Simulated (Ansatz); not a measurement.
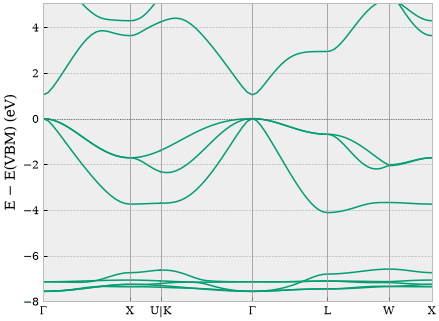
Band structure from DFT-PBE in the program Ansatz with PAW potentials

Question: Read off the gap and where the band edges lie.

Answer: About 1.0 eV (1.04 eV by a search for the band edges); maximum at Γ, minimum at Γ.

The material is CdS (zinc blende, space group No. 216).

Space group F-43m (zinc blende). Symmetry was held in the PBE relaxation; phonons on a q-mesh show no instability. Spin–orbit coupling is left out wherever it is not named.

Potentials: the later of the program's two PAW sets.
